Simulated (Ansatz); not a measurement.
Geometry relaxation of SnH2Cl2O (part 1 of 2)

System: SnH2Cl2O.
Method: RHF/def2-SVP (Ansatz 0.2.0).

The run did not end well. The input holds or restrains some coordinates. It belongs to a series of runs on one base structure; here: pulled along the bonds that form and break, towards end B.

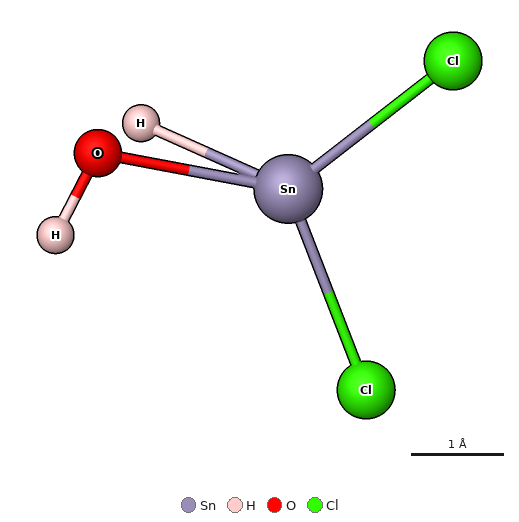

Figure 1. The starting structure (ball-and-stick view, seen at a tilt). Sticks mark near contacts. Bond lengths as drawn: Cl–Sn 2.41 Å, H–O 1.01 Å, H–Sn 1.94 Å and O–Sn 2.16 Å.

## Input
```yaml
crystal:
  periodic: [false, false, false]
  atoms:
    - { symbol: Sn, position_ang: [0.0, 0.0, 0.0] }
    - { symbol: H, position_ang: [1.0906, 0.0, 1.6043] }
    - { symbol: O, position_ang: [2.0665, 0.0, 0.6288] }
    - { symbol: H, position_ang: [2.3829, -0.9521, 0.5121] }
    - { symbol: Cl, position_ang: [-1.1351, 1.9666, -0.8025] }
    - { symbol: Cl, position_ang: [-1.1351, -1.9666, -0.8025] }
basis:
  gaussian: { orbitals: def2-SVP }
hamiltonian:
  xc: hf
relax:
  f_tol: 0.15
  max_steps: 25
  restrain:
    - { distance: [1, 2], at: 1.01, k: 30.0 }
    - { distance: [0, 1], at: 2.94, k: 30.0 }
    - { distance: [0, 2], at: 3.16, k: 30.0 }
```

Run as:
```bash
ansatz run input.yaml --threads 1 --pin off --max-ram 2048MiB --backend cpu --events-out ev --progress --plain --runs-dir out
```

## What the program printed
```
The last accepted step is kept in [file] (removed where the run ends without a failure and the disk answers)
Engine: ansatz 0.2.0, aarch64-unknown-linux-gnu
Functional definition: HF
  exchange = exact_x
  correlation = 0
960 factors; integrals over basis functions are off by at most 3.4e-4 eV
mean field evaluation 1: about -32867.8775 eV, gradient 3.5e1 eV
mean field evaluation 2: about -32867.8832 eV, gradient 3.5e1 eV
mean field evaluation 4: about -32870.8554 eV, gradient 3.3e0 eV
mean field evaluation 8: about -32870.9037 eV, gradient 1.9e-1 eV
mean field evaluation 16: about -32843.8534 eV, gradient 1.6e1 eV
mean field -32870.90468084 eV, -1207.9834663213 hartree, gradient 2.7e-5 eV, S^2 0.000000; 0 other end points of the search recorded, 0 dependent functions left out
the calculation of the forces begins
reference -32870.90468084 eV, -1207.9834663213 hartree; 33, 33 occupied and 53, 53 virtual orbitals, 960 factors
relax step   1: F+E_penalty+E_count = -32870.90468084 eV  Δ(F+E_penalty+E_count) = +0.000e0 eV  max|allowed force component| = 2.657e0 eV/Å  E_restraint = 32.05354009 eV  max|allowed force component, restraints' pulls added| = 4.818e1 eV/Å  Δτ_max = 0.0000 Å  (38 SCF iters, accepted)
  distance H 1 - O 2 = 1.3798 Å
  distance Sn 0 - H 1 = 1.9399 Å
  distance Sn 0 - O 2 = 2.1600 Å
these checks for a lower state are left out or cut short: starts, cluster_reference, orbital_swaps, neighbouring_geometries, increment
960 factors; integrals over basis functions are off by at most 3.9e-4 eV
mean field -32871.24689885 eV, -1207.9960426012 hartree, gradient 2.7e-5 eV, S^2 0.000000; 0 other end points of the search recorded, 0 dependent functions left out
[... from here on the field's lines of each further geometry are left out, up to the last ...]
relax step   2: F+E_penalty+E_count = -32871.24689885 eV  Δ(F+E_penalty+E_count) = -3.422e-1 eV  max|allowed force component| = 4.467e0 eV/Å  E_restraint = 17.42424796 eV  max|allowed force component, restraints' pulls added| = 3.408e1 eV/Å  Δτ_max = 0.1950 Å  (35 SCF iters, accepted)
relax step   3: F+E_penalty+E_count = -32872.08470035 eV  Δ(F+E_penalty+E_count) = -8.378e-1 eV  max|allowed force component| = 5.123e0 eV/Å  E_restraint = 6.53798164 eV  max|allowed force component, restraints' pulls added| = 1.956e1 eV/Å  Δτ_max = 0.1921 Å  (35 SCF iters, accepted)
relax step   4: F+E_penalty+E_count = -32873.31767942 eV  Δ(F+E_penalty+E_count) = -1.233e0 eV  max|allowed force component| = 2.898e0 eV/Å  E_restraint = 0.79652262 eV  max|allowed force component, restraints' pulls added| = 5.375e0 eV/Å  Δτ_max = 0.1948 Å  (35 SCF iters, accepted)
relax step   5: F+E_penalty+E_count = -32874.36729710 eV  Δ(F+E_penalty+E_count) = -1.050e0 eV  max|allowed force component| = 1.190e0 eV/Å  E_restraint = 0.04958170 eV  max|allowed force component, restraints' pulls added| = 1.391e0 eV/Å  Δτ_max = 0.1943 Å  (33 SCF iters, accepted)
relax step   6: F+E_penalty+E_count = -32874.71412476 eV  Δ(F+E_penalty+E_count) = -3.468e-1 eV  max|allowed force component| = 1.261e0 eV/Å  E_restraint = 0.02106084 eV  max|allowed force component, restraints' pulls added| = 5.436e-1 eV/Å  Δτ_max = 0.1921 Å  (33 SCF iters, accepted)
relax step   7: F+E_penalty+E_count = -32874.88152845 eV  Δ(F+E_penalty+E_count) = -1.674e-1 eV  max|allowed force component| = 1.794e0 eV/Å  E_restraint = 0.04834012 eV  max|allowed force component, restraints' pulls added| = 1.731e0 eV/Å  Δτ_max = 0.1935 Å  (33 SCF iters, accepted)
relax step   8: F+E_penalty+E_count = -32874.98478977 eV  Δ(F+E_penalty+E_count) = -1.033e-1 eV  max|allowed force component| = 9.012e-1 eV/Å  E_restraint = 0.04059247 eV  max|allowed force component, restraints' pulls added| = 6.313e-1 eV/Å  Δτ_max = 0.1946 Å  (34 SCF iters, accepted)
relax step   9: F+E_penalty+E_count = -32875.04879971 eV  Δ(F+E_penalty+E_count) = -6.401e-2 eV  max|allowed force component| = 1.007e0 eV/Å  E_restraint = 0.02867648 eV  max|allowed force component, restraints' pulls added| = 2.183e-1 eV/Å  Δτ_max = 0.1732 Å  (33 SCF iters, accepted)
relax step  10: F+E_penalty+E_count = -32875.06268462 eV  Δ(F+E_penalty+E_count) = -1.388e-2 eV  max|allowed force component| = 1.020e0 eV/Å  E_restraint = 0.02889926 eV  max|allowed force component, restraints' pulls added| = 1.266e-1 eV/Å  Δτ_max = 0.0761 Å  (27 SCF iters, accepted)
relax step  11: F+E_penalty+E_count = -32875.07558123 eV  Δ(F+E_penalty+E_count) = -1.290e-2 eV  max|allowed force component| = 1.166e0 eV/Å  E_restraint = 0.02656079 eV  max|allowed force component, restraints' pulls added| = 6.289e-1 eV/Å  Δτ_max = 0.1955 Å  (33 SCF iters, accepted)
relax step  12: F+E_penalty+E_count = -32874.95206810 eV  Δ(F+E_penalty+E_count) = +1.235e-1 eV  max|allowed force component| = 2.350e0 eV/Å  E_restraint = 0.02658602 eV  max|allowed force component, restraints' pulls added| = 2.350e0 eV/Å  Δτ_max = 0.1988 Å  (33 SCF iters, rejected (line search))
relax step  13: F+E_penalty+E_count = -32875.09609710 eV  Δ(F+E_penalty+E_count) = -2.052e-2 eV  max|allowed force component| = 1.120e0 eV/Å  E_restraint = 0.03161571 eV  max|allowed force component, restraints' pulls added| = 2.147e-1 eV/Å  Δτ_max = 0.0994 Å  (26 SCF iters, accepted)
relax step  14: F+E_penalty+E_count = -32875.09842081 eV  Δ(F+E_penalty+E_count) = -2.324e-3 eV  max|allowed force component| = 1.220e0 eV/Å  E_restraint = 0.02954728 eV  max|allowed force component, restraints' pulls added| = 3.950e-1 eV/Å  Δτ_max = 0.0961 Å  (26 SCF iters, accepted)
relax step  15: F+E_penalty+E_count = -32875.10738813 eV  Δ(F+E_penalty+E_count) = -8.967e-3 eV  max|allowed force component| = 1.114e0 eV/Å  E_restraint = 0.02904281 eV  max|allowed force component, restraints' pulls added| = 6.371e-1 eV/Å  Δτ_max = 0.1463 Å  (27 SCF iters, accepted)
relax step  16: F+E_penalty+E_count = -32875.08959324 eV  Δ(F+E_penalty+E_count) = +1.779e-2 eV  max|allowed force component| = 1.971e0 eV/Å  E_restraint = 0.02630424 eV  max|allowed force component, restraints' pulls added| = 1.658e0 eV/Å  Δτ_max = 0.1905 Å  (34 SCF iters, rejected (line search))
relax step  17: F+E_penalty+E_count = -32875.12407940 eV  Δ(F+E_penalty+E_count) = -1.669e-2 eV  max|allowed force component| = 1.055e0 eV/Å  E_restraint = 0.03143910 eV  max|allowed force component, restraints' pulls added| = 2.123e-1 eV/Å  Δτ_max = 0.0930 Å  (27 SCF iters, accepted)
relax step  18: F+E_penalty+E_count = -32875.13428556 eV  Δ(F+E_penalty+E_count) = -1.021e-2 eV  max|allowed force component| = 1.080e0 eV/Å  E_restraint = 0.03226997 eV  max|allowed force component, restraints' pulls added| = 1.282e-1 eV/Å  Δτ_max = 0.0964 Å  (27 SCF iters, accepted)
relax step  19: F+E_penalty+E_count = -32875.12642059 eV  Δ(F+E_penalty+E_count) = +7.865e-3 eV  max|allowed force component| = 1.699e0 eV/Å  E_restraint = 0.02669948 eV  max|allowed force component, restraints' pulls added| = 1.298e0 eV/Å  Δτ_max = 0.1493 Å  (27 SCF iters, rejected (line search))
relax step  20: F+E_penalty+E_count = -32875.14127411 eV  Δ(F+E_penalty+E_count) = -6.989e-3 eV  max|allowed force component| = 1.092e0 eV/Å  E_restraint = 0.03129654 eV  max|allowed force component, restraints' pulls added| = 3.120e-1 eV/Å  Δτ_max = 0.0728 Å  (27 SCF iters, accepted)
relax step  21: F+E_penalty+E_count = -32875.14833099 eV  Δ(F+E_penalty+E_count) = -7.057e-3 eV  max|allowed force component| = 1.124e0 eV/Å  E_restraint = 0.03028620 eV  max|allowed force component, restraints' pulls added| = 2.911e-1 eV/Å  Δτ_max = 0.0732 Å  (27 SCF iters, accepted)
relax step  22: F+E_penalty+E_count = -32875.15644431 eV  Δ(F+E_penalty+E_count) = -8.113e-3 eV  max|allowed force component| = 1.164e0 eV/Å  E_restraint = 0.02950060 eV  max|allowed force component, restraints' pulls added| = 3.304e-1 eV/Å  Δτ_max = 0.1101 Å  (27 SCF iters, accepted)
relax step  23: F+E_penalty+E_count = -32875.16683015 eV  Δ(F+E_penalty+E_count) = -1.039e-2 eV  max|allowed force component| = 1.327e0 eV/Å  E_restraint = 0.02700349 eV  max|allowed force component, restraints' pulls added| = 8.250e-1 eV/Å  Δτ_max = 0.1625 Å  (27 SCF iters, accepted)
the calculation of the forces begins
reference -32875.13007912 eV, -1208.1387468442 hartree; 33, 33 occupied and 53, 53 virtual orbitals, 962 factors
relax step  24: F+E_penalty+E_count = -32875.13007912 eV  Δ(F+E_penalty+E_count) = +3.675e-2 eV  max|allowed force component| = 2.107e0 eV/Å  E_restraint = 0.01623454 eV  max|allowed force component, restraints' pulls added| = 1.691e0 eV/Å  Δτ_max = 0.1950 Å  (33 SCF iters, rejected (line search))
  distance H 1 - O 2 = 0.9867 Å
  distance Sn 0 - H 1 = 2.9564 Å
  distance Sn 0 - O 2 = 3.1436 Å
these checks for a lower state are left out or cut short: starts, cluster_reference, orbital_swaps, neighbouring_geometries, increment
962 factors; integrals over basis functions are off by at most 5.4e-4 eV
mean field evaluation 192: about -32875.1807 eV, gradient 1.0e-1 eV
mean field -32875.18077986 eV, -1208.1406100620 hartree, gradient 1.9e-5 eV, S^2 0.000000; 0 other end points of the search recorded, 0 dependent functions left out
the calculation of the forces begins
reference -32875.18077986 eV, -1208.1406100620 hartree; 33, 33 occupied and 53, 53 virtual orbitals, 962 factors
relax step  25: F+E_penalty+E_count = -32875.18077986 eV  Δ(F+E_penalty+E_count) = -1.395e-2 eV  max|allowed force component| = 1.254e0 eV/Å  E_restraint = 0.02483348 eV  max|allowed force component, restraints' pulls added| = 6.515e-1 eV/Å  Δτ_max = 0.0955 Å  (27 SCF iters, accepted)
  distance H 1 - O 2 = 0.9753 Å
  distance Sn 0 - H 1 = 2.9520 Å
  distance Sn 0 - O 2 = 3.1426 Å
```

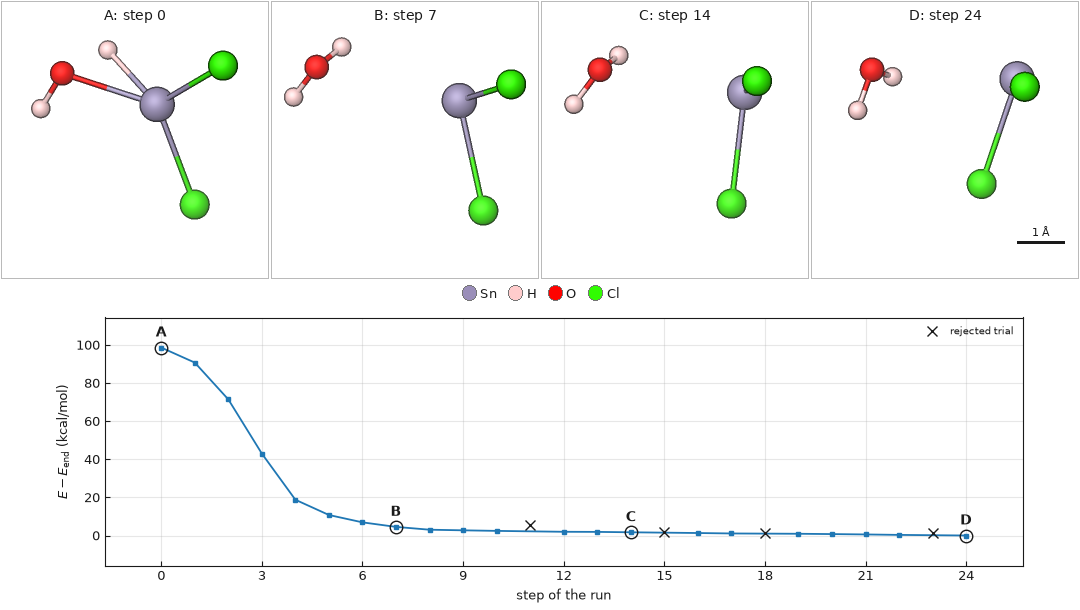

Figure 2. Frames of the restrained relaxation (ball-and-stick view, seen at a tilt) above the curves, on which the letters mark them (the first geometry is step 0 here and step 1 in the log).

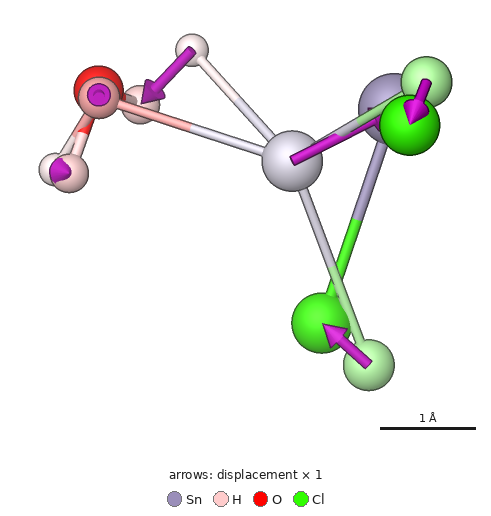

Figure 3. Start (faint) and end (solid) with the displacements as pink arrows, at true length (ball-and-stick view, seen at a tilt). The two geometries are laid on each other by the best rigid fit. The relaxation stopped without meeting its thresholds, so the last structure isn't shown to be converged. The largest move after the best rigid fit is that of Sn1, 1.22 Å. By element the largest moves are Sn 1.22 Å, H 0.86 Å, Cl 0.67 Å, O 0.33 Å. Among the contacts that change: Sn1–H2 1.940 → 2.952 Å, Sn1–O3 2.160 → 3.143 Å, H2–O3 1.380 → 0.975 Å, O3–H4 1.010 → 0.960 Å. New bonds form: H2–O3 (1.38 → 0.98 Å). Bonds break: Sn1–H2 (1.94 → 2.95 Å), Sn1–O3 (2.16 → 3.14 Å). Among the angles that change: Cl5–Sn1–Cl6 109.5° → 98.0°. Over 24 geometry steps the energy falls by 98.6 kcal/mol. Largest force component: 2.7 eV/Å at the start, 1.3 eV/Å at the end. The line search rejected the trial steps at points 11, 15, 18, 23 (counted from 0) and went back. (Atoms are counted from 1 in the order of the input.)
